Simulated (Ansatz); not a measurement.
## TlSe3F (built on the sites of a database entry of TlIO3): following an unstable mode

Aim: this structure of TlSe3F (built on the sites of a database entry of TlIO3) is to be tested for unstable modes, and one is followed downhill.

Program: Ansatz 0.2.0. Level of theory: DFT PBEsol, scalar-relativistic, plane waves, PAW. Results are calculated unless marked as measured.

The structure was built from a prototype and need not be the compound's stable phase.

**1. Starting point**

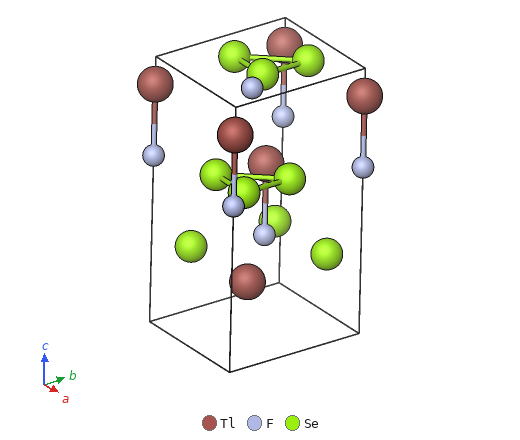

The starting structure, seen slightly off an axis (thallium brown, fluorine light blue, selenium green). This picture shows the conventional cell, with its axes. Bonds to atoms that aren't drawn are left out. Some periodic images of atoms are drawn too.

**2. The dispersion**

The cell comes from relaxations at this level that are not shown. Stability and thermal properties need the whole zone. Linear response on a 2×2×2 q mesh gives force constants as far as a supercell of that size would, and the tensors from the zone-centre run are typed in so that the long-range dipole term is interpolated apart.

input.yaml

```yaml
crystal:
  lattice:
    - [3.4285232222, 1.9794570636, 2.961194869]
    - [-3.4285232222, 1.9794570636, 2.961194869]
    - [0.0, -3.9589193521, 2.9611913764]
  atoms:
    - { symbol: Tl, position: [-0.104526883, -0.104526883, -0.104526883] }
    - { symbol: F, position: [0.6268922782, 0.6268922782, 0.6268922782] }
    - { symbol: Se, position: [1.0372437745, 0.3890454202, 0.3890454202] }
    - { symbol: Se, position: [0.3890454202, 1.0372437745, 0.3890454202] }
    - { symbol: Se, position: [0.3890454202, 0.3890454202, 1.0372437745] }
kpoints:
  mp_grid: { grid: [6, 6, 6] }
hamiltonian:
  xc: pbesol
scf:
  occupations: { method: fixed }
output:
  eigenvalues: true
phonons:
  method: dfpt
  qmesh: [2, 2, 2]
  temperatures: { t_max: 1000, t_step: 50 }
  qpath:
    path:
      - [[0.0, 0.0, 0.0], [0.5, 0.5, 0.5], [0.53543502, 0.46456498, 0.5]]
      - [[0.5, -0.46456498, 0.46456498], [0.5, 0.0, 0.0], [0.0, 0.0, 0.0], [0.48228249, -0.48228249, 0.0]]
      - [[0.51771751, 0.0, 0.48228249], [0.5, 0.0, 0.5], [0.0, 0.0, 0.0]]
    npoints: 10
  non_analytic_term:
    high_frequency_dielectric_tensor: [[13.0475, 0.0, 0.0], [0.0, 13.0475, 0.0], [0.0, 0.0, 17.5011]]
    born_effective_charges:
      - { species: Tl, tensor: [[1.7195, 0.0, 0.0], [0.0, 1.7195, 0.0], [0.0, 0.0, 3.5285]] }
      - { species: F, tensor: [[-2.4101, 0.0, 0.0], [0.0, -2.4101, 0.0], [0.0, 0.0, -1.9232]] }
      - { species: Se, tensor: [[0.8445, 1.064, 0.8167], [1.064, -0.3841, 0.4715], [1.8943, 1.0937, -0.5351]] }
      - { species: Se, tensor: [[0.8445, -1.064, -0.8167], [-1.064, -0.3841, 0.4715], [-1.8943, 1.0937, -0.5351]] }
      - { species: Se, tensor: [[-0.9984, 0.0, 0.0], [0.0, 1.4588, -0.943], [0.0, -2.1874, -0.5351]] }
    source: "zone-centre run at this cell"
```

On the command line:

```
$ ansatz run input.yaml --threads 8 --pin off --max-ram 14336MiB --backend cpu --events-out ev --progress --plain --runs-dir out
```

Numbers of over 12 decimals in the logs are rounded to 6 here.

Output:

```text
Warning: phonons: the dynamical matrix that this run interpolates holds no multipole term above the dipole-dipole one, and a site of this crystal is no centre of inversion, so its interpolated transverse optical and acoustic branches and sound speeds can stay off near Gamma, and the density of states and the thermodynamics with them. What a run solves at a wave vector of phonons.qpoints, Gamma apart, where the deck admits one, is free of this, and under fd what a larger phonons.supercell samples
Engine: ansatz 0.2.0, x86_64-unknown-linux-gnu
Pseudopotentials: kind: paw
Pseudopotential: Tl, paw, valence charge 13, recommended cutoff 420 eV (normal), Tl.paw.azcp
Pseudopotential: F, paw, valence charge 7, recommended cutoff 420 eV (normal), F.paw.azcp
Pseudopotential: Se, paw, valence charge 16, recommended cutoff 420 eV (normal), Se.paw.azcp
Functional definition: PBEsol
  exchange = pbesol_x
  correlation = pbesol_c
Crystal: 5 atoms, lattice volume = 120.579 Å³
Basis set: ecut = 420 eV, 2361 PW (Γ), exchange–correlation on 72×72×72 points (8 copies of the dense FFT grid, shifted against one another)
Bands: 41, of which v1, the nominal top of the filled ones, is band 34 counted from 1 (33 counted from 0)
Symmetry: 6 space group operations
k-points: 32 of 216 (time reversal used)
Non-local potential: Tl, projectors of the file, l = 0: 2, l = 1: 2, l = 2: 2, l = 3: 1
Non-local potential: F, projectors of the file, l = 0: 2, l = 1: 2, l = 2: 1
Non-local potential: Se, projectors of the file, l = 0: 2, l = 1: 2, l = 2: 3, l = 3: 1
PAW form: soft (Blöchl's): semilocal exchange-correlation on the pseudo side does not see the compensation charge
PAW frozen core: Tl, regenerated for the run's functional, and the local potential with it (the file was generated under x = pbe(κ = 0.804, μ = 0.219515), c = pbe(β = 0.066725))
PAW frozen core: F, regenerated for the run's functional, and the local potential with it (the file was generated under x = pbe(κ = 0.804, μ = 0.219515), c = pbe(β = 0.066725))
PAW frozen core: Se, regenerated for the run's functional, and the local potential with it (the file was generated under x = pbe(κ = 0.804, μ = 0.219515), c = pbe(β = 0.066725))
PAW one-centre angular grid: Tl, 590 points (default); XC on 64 Gauss nodes
PAW one-centre angular grid: F, 110 points (default); XC on 64 Gauss nodes
PAW one-centre angular grid: Se, 590 points (default); XC on 64 Gauss nodes
Initial density: superposition of atomic densities (neutral atoms: chi_scale 0, normalization atom), corrected by the library's trained network
Initial wavefunctions: pseudopotential atomic-orbital guess
Functional: x = pbesol(κ = 0.804, μ = 0.123457), c = pbesol(β = 0.046)
SCF iter   1: F=—  HF=-28367.598320 eV  |F-HF|=—  |Δ(HF+E_count)|=         —  Δρ=1.22e-2  dr2=1.63e-1  ethr=1.77e-3  ⟨swp⟩=5.0  Hψ=4509  notcnv=0  defer=145
preconditioner: auto → Resta (q_TF=auto, 2.480 Å⁻¹)  ε∞=4.7  [insulator: Δε(μ)=0.363 eV  Ē_g=10.565 eV  n_scr=26 (ndim 8)  ℏωp=20.3 eV  f_vac=0.039  ε∞_Penn≈4.7]
SCF iter   2: F=—  HF=-28367.568288 eV  |F-HF|=—  |Δ(HF+E_count)|=   3.00e-2  Δρ=6.43e-3  dr2=3.43e-2  ethr=2.39e-4  ⟨swp⟩=2.0  Hψ=2250  notcnv=0  defer=150
SCF iter   3: F=—  HF=-28367.561828 eV  |F-HF|=—  |Δ(HF+E_count)|=   6.46e-3  Δρ=2.10e-3  dr2=7.19e-3  ethr=5.05e-5  ⟨swp⟩=2.0  Hψ=1960  notcnv=0  defer=152
SCF iter   4: F=—  HF=-28367.560308 eV  |F-HF|=—  |Δ(HF+E_count)|=   1.52e-3  Δρ=4.68e-4  dr2=4.57e-4  ethr=1.06e-5  ⟨swp⟩=2.0  Hψ=1925  notcnv=0  defer=155
SCF iter   5: F=—  HF=-28367.560328 eV  |F-HF|=—  |Δ(HF+E_count)|=   2.01e-5  Δρ=1.42e-4  dr2=2.60e-5  ethr=6.72e-7  ⟨swp⟩=2.3  Hψ=2361  notcnv=0  defer=141
SCF iter   6: F=—  HF=-28367.560338 eV  |F-HF|=—  |Δ(HF+E_count)|=   9.66e-6  Δρ=4.55e-5  dr2=2.15e-6  ethr=3.82e-8  ⟨swp⟩=2.0  Hψ=2368  notcnv=0  defer=32
SCF iter   7: F=—  HF=-28367.560337 eV  |F-HF|=—  |Δ(HF+E_count)|=   9.80e-7  Δρ=1.01e-5  dr2=1.04e-7  ethr=3.16e-9  ⟨swp⟩=2.0  Hψ=2368  notcnv=0  defer=32
SCF iter   8: F=—  HF=-28367.560337 eV  |F-HF|=—  |Δ(HF+E_count)|=   1.19e-7  Δρ=2.22e-6  dr2=6.11e-9  ethr=1.53e-10  ⟨swp⟩=2.0  Hψ=1833  notcnv=0  defer=32
SCF iter   9: F=—  HF=-28367.560337 eV  |F-HF|=—  |Δ(HF+E_count)|=   5.92e-9  Δρ=5.08e-7  dr2=4.22e-10  ethr=8.99e-12  ⟨swp⟩=2.1  Hψ=1832  notcnv=0  defer=32
SCF iter  10: F=—  HF=-28367.560337 eV  |F-HF|=—  |Δ(HF+E_count)|=  2.07e-10  Δρ=1.36e-7  dr2=2.90e-11  ethr=1.00e-12  ⟨swp⟩=2.0  Hψ=1599  notcnv=0  defer=32
SCF iter  11: F=-28367.560337 eV  HF=-28367.560337 eV  |F-HF|=3.64e-12  |Δ(HF+E_count)|=  2.18e-11  Δρ=3.25e-8  dr2=1.39e-12  ethr=1.00e-12  ⟨swp⟩=10.9  Hψ=6930  notcnv=0
SCF 1 converged in 11 iterations: F = -28367.560337 eV  dr2 = 1.39e-12
  greatest PAW one-centre occupation: 1.000 electrons in one spin orbital (limit 2), on the Se atom at site 2 (counted from 0), in its partial waves of l = 2
NSCF: frozen V_eff on 32 k-points
NSCF: frozen V_eff on 112 k-points
DFPT response loops at q = (0, 0, 0) (fractional): preconditioner auto → Resta (q_TF=auto, 2.480 Å⁻¹)  ε∞=14.7 (no band partly filled); β = 1.00, the filter's whole step (`scf.mixing.beta` (0.50) is not read by the response loops at its default; to damp them type it under 1.00, their step now; it binds the ground state too); Broyden in place of MSR1
NSCF: frozen V_eff on 224 k-points
DFPT response loops at q = (0, 0, -0.5) (fractional): mixed as the last ones told, above
NSCF: frozen V_eff on 224 k-points
DFPT response loops at q = (0, -0.5, -0.5) (fractional): mixed as the last ones told, above
NSCF: frozen V_eff on 224 k-points
DFPT response loops at q = (-0.5, -0.5, -0.5) (fractional): mixed as the last ones told, above
SCF converged after 11 iterations
Free energy (F): -28367.560337 eV
Harris-Foulkes:  -28367.560337 eV  (|F-HF|=3.64e-12)
Internal energy: -28367.560337 eV  (E = F + TS)
E sigma→0 (E₀):  -28367.560337 eV
Fermi energy:    7.250294 eV
--- Per-component energies (eV) ---
  E_band       = -1259.094001
  E_kinetic    = 888.042575
  E_local      = -9302.268686  (includes V_loc(G=0)·N_el)
  E_nonlocal   = -1379.939431
  E_hartree    = 4378.509821
  E_xc         = -614.933340
  E_vxc        = -534.212373  (∫ρ·V_xc dr)
  E_paw        = -15814.930490  (= ΣΔE_a)
  E_vpaw       = 312.263984  (= ΣTr[D̂ρ^β])
  E_aug_tail   = 0.000262  (compensation charges beyond the density's cutoff)
  E_ewald      = -6525.147107
  E_core_change = 3.106059  (= ΣΔE_core)
  E_smearing   = -0.000000  (= −TS)
  E_closure    = -0.000000  (closes the sum)
  Σ components = -28367.560337   (vs F -28367.560337, Δ=0.00e0)
--- Band table (eV; the first three rows and the last of 32) ---
  k-point 0: bands = [... 30 lower, 4.1261, 5.1715, 5.9349, 5.9349, 7.6674, 9.1724, 9.1724, 12.3355, ... 3 higher]
  k-point 1: bands = [... 30 lower, 4.4810, 5.1154, 5.7807, 6.1211, 7.6631, 9.2238, 9.2249, 11.5861, ... 3 higher]
  k-point 2: bands = [... 30 lower, 4.6363, 5.2491, 5.5542, 6.4898, 7.5838, 9.2457, 9.3023, 10.6822, ... 3 higher]
  k-point 31: bands = [... 30 lower, 4.3802, 4.9185, 7.2503, 7.2503, 8.7328, 9.3882, 9.3882, 11.5890, ... 3 higher]
--- Phonons (Γ-DFPT): 6 representative perturbations + reference (Σ response iterations 20) ---
  ASR residual: 2.008e-5 → 0.000e0 eV/Å²; symmetrization residual: 3.340e-6 eV/Å²
  ASR residual per site (eV/Å²): 1.67e-5 1.77e-5 1.39e-5 1.39e-5 2.01e-5
  Γ frequencies (cm⁻¹): 0.00 0.00 0.00 18.88 18.88 42.15 45.59 45.88 45.88 96.23 96.23 194.34 194.34 237.27 296.58
--- Phonons (arbitrary-q DFPT): 4 irreducible q on the 2×2×2 mesh ---
  q = [0.0000, 0.0000, 0.0000] (star 1, of the zone-centre solve; hermiticity 6.06e-7, symmetrization 1.18e-7): -0.00 -0.00 -0.00 18.88 18.88 42.15 45.59 45.88 45.88 96.23 96.23 194.34 194.34 237.27 296.58
  q = [0.0000, 0.0000, -0.5000] (star 3, 12 solved perturbations in 948 linear systems a pass and spin channel, the states on 112 of 216 k-point pairs; hermiticity 7.75e-7, symmetrization 3.88e-12): -52.29 -14.88 19.39 23.12 33.96 42.91 47.50 65.23 82.34 87.78 113.82 192.66 194.24 262.22 280.84
  q = [0.0000, -0.5000, -0.5000] (star 3, 9 solved perturbations on 112 of 216 k-point pairs; hermiticity 9.64e-7, symmetrization 5.52e-8): -39.81 -32.45 17.51 28.21 37.42 39.42 52.33 67.45 73.17 82.30 114.83 197.87 198.91 250.35 287.72
  q = [-0.5000, -0.5000, -0.5000] (star 1, 6 solved perturbations in 496 linear systems a pass and spin channel, the states on 112 of 216 k-point pairs; hermiticity 1.12e-6, symmetrization 7.36e-8): -39.68 24.17 24.17 26.21 36.42 36.42 58.33 58.33 63.12 76.64 76.64 201.78 201.78 243.92 298.49
  sum rule: each row above includes the acoustic sum rule's correction from the zone centre's row sums; it moved no ω² by more than (0.50 cm⁻¹)²
  mesh force constants: q→R imaginary residual 0.00e0; ASR residual 2.008e-5 → 0.000e0 eV/Å²; symmetrization residual 1.421e-14 eV/Å²
  interpolated dispersion: 74 rows × 15 modes
  density of states and harmonic sums: on the 14×14×14 q-mesh, interpolated from the force constants of a 2×2×2 supercell (with the dipole–dipole term of supplied tensors)
  largest difference from the sums on the solved wave vectors: F 4.72e-2 eV, S 5.87e-5 and C_V 1.15e-5 eV/K
  zero-point energy: 0.089076 eV/cell   skipped modes (ω ≤ 0): 521, of them read as no rigid motion or as one in doubt: 518 (1.866e0 modes/cell left out, lowest -55.97 cm⁻¹)   left out of the sums: 1.24e-1 of the cell's modes: C_V's classical limit lies that fraction below 3 k_B per atom; for a crystal, a wire or a layer, F and S can be off by more, and a phonons.interpolated_qmesh denser along its periods is the remedy for the sampling
```

Elapsed: 67 s, on 8 threads of AMD EPYC 9R45, shared host; peak memory 1.8 GiB.

Numbers from this step:

| Property | Result |
| --- | --- |
| gap on the k-mesh | 0.2787 eV |
| volume per atom | 24.12 Å³ |
| sum-rule residual before enforcement | 2.01e-5 eV/Å² |
| lowest frequency on the path | -52.29 cm⁻¹ |
| point group | 3m |
| highest frequency on the path or at a solved wavevector | 309.8 cm⁻¹ |
| highest optical mode at the zone centre (no LO-TO term) | 296.6 cm⁻¹ |
| lowest optical zone-centre mode | 18.88 cm⁻¹ |
| lowest mode on the q mesh (acoustic modes at Γ apart) | -52.29 cm⁻¹ |

Frequencies (cm⁻¹) solved at each irreducible wavevector; negative means imaginary. Frequencies by wavevector, by row:

```csv
q in reciprocal lattice units,star,mode 1,mode 2,mode 3,mode 4,mode 13,mode 14,mode 15
0 0 0,1,0,0,0,18.9,194.3,237.3,296.6
0 0 -0.5,3,-52.3,-14.9,19.4,23.1,194.2,262.2,280.8
0 -0.5 -0.5,3,-39.8,-32.5,17.5,28.2,198.9,250.3,287.7
-0.5 -0.5 -0.5,1,-39.7,24.2,24.2,26.2,201.8,243.9,298.5
```

Interpolated from a 2×2×2 q mesh, with the LO-TO term (at Γ the limit along the path; where Γ stands inside the path, tables give the limit on arrival). Phonon branches along the path, in cm⁻¹:

```csv
point,branch 1,branch 2,branch 3,branch 4,branch 12,branch 13,branch 14,branch 15
Γ,0,0,0,19,194,194,241,310
T,-40,24,24,26,202,202,244,298
H2,-40,21,24,25,202,202,244,298
jump to H0,-40,21,24,25,202,202,244,298
L,-52,-15,19,23,193,194,262,281
Γ,0,0,0,19,194,194,239,302
S0,-40,-32,18,28,198,199,250,288
jump to S2,-40,-32,18,28,198,199,250,288
F,-40,-32,18,28,198,199,250,288
Γ,0,0,0,19,194,194,240,306
```

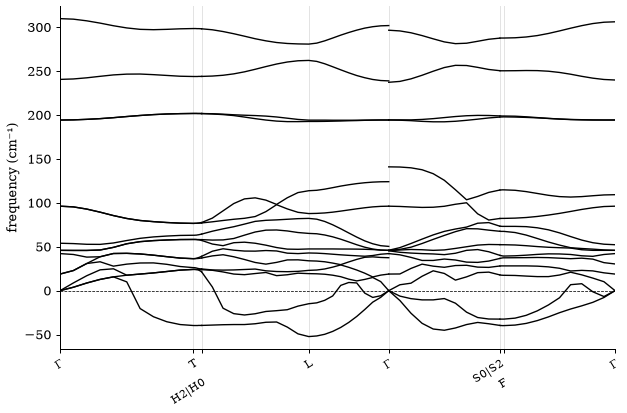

Phonon branches along the path.

Symmetry leaves 4 wavevectors to solve. The lowest mode among them, the acoustic zeros apart, lies at q = (0, 0, -0.5) and is imaginary, 52.3i cm⁻¹, so the energy falls along it.

**3. The mode frozen in, largest atomic shift 0 Å**

The mode followed lies at q = (0, -0.5, -0.5) with frequency 39.8i cm⁻¹, one of the unstable modes though not the softest. At small amplitude the distorted cell has space group no. 7 by a symmetry search on the positions. The undistorted cell that holds it gives the zero of energy on the same k mesh.

System of this step: TlSe3F (built on the sites of a database entry of TlIO3). The structure is trigonal, space group R3m (No. 160). Conventional cell: a = 6.857 Å, b = 6.857 Å, c = 8.884 Å, α = 90.00°, β = 90.00°, γ = 120.00°. Nearest to Tl lie 1 F at 2.39 Å. Nearest to F lie 1 Tl at 2.39 Å. Nearest to Se lie 2 Se at 2.41 Å. Nearest to Se lie 2 Se at 2.41 Å. Farther neighbours and most contacts between anions are not listed.

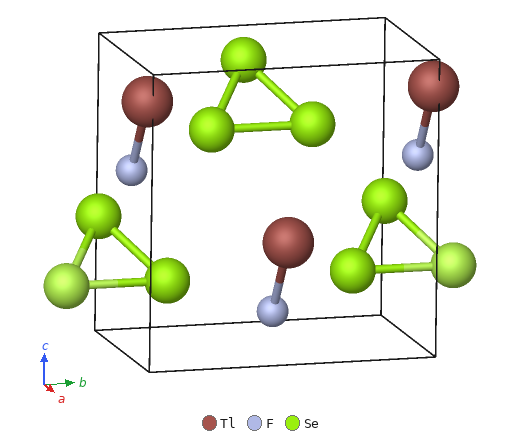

The cell of this step (thallium brown, fluorine light blue, selenium green). Some periodic images of atoms are drawn too.

input.yaml

```yaml
crystal:
  lattice:
    - [3.4285232222, 1.9794570636, 2.961194869]
    - [-3.4285232222, 5.9383764157, 3.4926e-06]
    - [-3.4285232222, -1.9794622884, 5.9223862454]
  atoms:
    - { symbol: Tl, position: [0.895473117, 0.0, 0.895473117] }
    - { symbol: Tl, position: [0.895473117, 0.5, 0.395473117] }
    - { symbol: F, position: [0.6268922782, 0.0, 0.6268922782] }
    - { symbol: F, position: [0.6268922782, 0.5, 0.1268922782] }
    - { symbol: Se, position: [0.0372437745, 0.0, 0.3890454202] }
    - { symbol: Se, position: [0.0372437745, 0.5, 0.8890454202] }
    - { symbol: Se, position: [0.3890454202, 0.8240991771, 0.2131445973] }
    - { symbol: Se, position: [0.3890454202, 0.3240991771, 0.7131445973] }
    - { symbol: Se, position: [0.3890454202, 0.1759008229, 0.2131445973] }
    - { symbol: Se, position: [0.3890454202, 0.6759008229, 0.7131445973] }
kpoints:
  mp_grid: { grid: [6, 6, 4] }
hamiltonian:
  xc: pbesol
scf:
  occupations: { method: gaussian, width: 0.02 }
output:
  forces: true
  stress: true
  eigenvalues: true
```

Output:

```text
[...]
Crystal: 10 atoms, lattice volume = 241.158 Å³
Basis set: ecut = 420 eV, 4717 PW (Γ), exchange–correlation on 72×96×96 points (8 copies of the dense FFT grid, shifted against one another)
Bands: 82, of which v1, the nominal top of the filled ones, is band 68 counted from 1 (67 counted from 0)
Symmetry: 4 space group operations
[...]
k-points: 56 of 144 (time reversal used)
[...]
k-point 0: bands = [... 64 lower, 5.9347, 5.9349, 6.0683, 7.1749, 7.6675, 7.7328, 8.8810, 9.1723, ... 7 higher]
  k-point 1: bands = [... 64 lower, 5.9647, 6.0021, 6.0871, 6.8880, 7.7071, 7.7086, 8.9114, 9.1530, ... 7 higher]
  k-point 2: bands = [... 64 lower, 6.0982, 6.0982, 6.3300, 6.3300, 7.7311, 7.7311, 9.0915, 9.0915, ... 7 higher]
  k-point 55: bands = [... 64 lower, 6.0681, 6.0681, 7.1750, 7.1750, 7.7329, 7.7329, 8.8810, 8.8810, ... 7 higher]
[key lines of the parts left out:]
SCF converged after 8 iterations
Free energy (F): -56735.120613 eV
Fermi energy:    7.389339 eV
P = ⅓ Tr σ = 0.0013 GPa (0.013 kbar)
```

The job ended after 3.3 s (8 threads; peak memory 1.5 GiB; 25 s of CPU time).

This step gave:

```
pressure                         : 0.001265 GPa
energy from the undistorted cell : 0 meV/atom
```

The run ends at a pressure of 0.00 GPa, with forces up to 0.0014 eV/Å.

**4. The mode frozen in, largest atomic shift 0.32 Å**

The atoms are moved along the unstable eigenvector, the largest shift by 0.32 Å, with the cell fixed.

input.yaml

```yaml
crystal:
  lattice:
    - [3.4285232222, 1.9794570636, 2.961194869]
    - [-3.4285232222, 5.9383764157, 3.4926e-06]
    - [-3.4285232222, -1.9794622884, 5.9223862454]
  atoms:
    - { symbol: Tl, position: [0.895473117, 0.0051211646, 0.895473117] }
    - { symbol: Tl, position: [0.895473117, 0.4948788354, 0.395473117] }
    - { symbol: F, position: [0.6268922782, 0.0466673228, 0.6268922782] }
    - { symbol: F, position: [0.6268922782, 0.4533326772, 0.1268922782] }
    - { symbol: Se, position: [0.0372437745, -0.0328139016, 0.3890454202] }
    - { symbol: Se, position: [0.0372437745, 0.5328139016, 0.8890454202] }
    - { symbol: Se, position: [0.4030874558, 0.8350968609, 0.1954369618] }
    - { symbol: Se, position: [0.3750033846, 0.3131014934, 0.7308522329] }
    - { symbol: Se, position: [0.3750033846, 0.1868985066, 0.2308522329] }
    - { symbol: Se, position: [0.4030874558, 0.6649031391, 0.6954369618] }
kpoints:
  mp_grid: { grid: [6, 6, 4] }
hamiltonian:
  xc: pbesol
scf:
  occupations: { method: gaussian, width: 0.02 }
output:
  forces: true
  stress: true
  eigenvalues: true
```

Output:

```text
[...]
Crystal: 10 atoms, lattice volume = 241.158 Å³
Basis set: ecut = 420 eV, 4717 PW (Γ), exchange–correlation on 72×96×96 points (8 copies of the dense FFT grid, shifted against one another)
Bands: 82, of which v1, the nominal top of the filled ones, is band 68 counted from 1 (67 counted from 0)
Symmetry: 2 space group operations
[...]
k-points: 56 of 144 (time reversal used)
[...]
k-point 0: bands = [... 64 lower, 5.9123, 6.0166, 6.0754, 7.2053, 7.6526, 7.8258, 8.6262, 8.8870, ... 7 higher]
  k-point 1: bands = [... 64 lower, 5.9570, 6.0127, 6.1655, 6.9131, 7.7295, 7.8270, 8.7056, 8.9290, ... 7 higher]
  k-point 2: bands = [... 64 lower, 6.0786, 6.0786, 6.4124, 6.4124, 7.8221, 7.8221, 8.9592, 8.9592, ... 7 higher]
  k-point 55: bands = [... 64 lower, 6.0923, 6.0923, 7.1676, 7.1676, 7.7274, 7.7274, 8.7993, 8.7993, ... 7 higher]
[key lines of the parts left out:]
SCF converged after 9 iterations
Free energy (F): -56735.152943 eV
Fermi energy:    7.344129 eV
P = ⅓ Tr σ = -0.2356 GPa (-2.356 kbar)
```

It took 3.4 s on 8 threads; peak memory 1.5 GiB; 26 s of CPU time.

This step gave:

| Property | Result |
| --- | --- |
| pressure | -0.2356 GPa |
| gap on the k-mesh | 0.1228 eV |
| energy from the undistorted cell | -3.233 meV/atom |

The energy, extrapolated to zero smearing, is -3.23 meV/atom against the undistorted cell.

The run ends at a pressure of -0.24 GPa, with forces up to 0.25 eV/Å.

[end of part 1 of 3]

[Logs are printed without paths, hosts, clocks, repeated set-up lines and the standing remarks that a program may print on its own settings, such as how far it seeks lower states.]

[Hosts, paths, dates, database ids (printed as entryN), source tags and the programs' standing remarks are cut or masked in the printed files.]
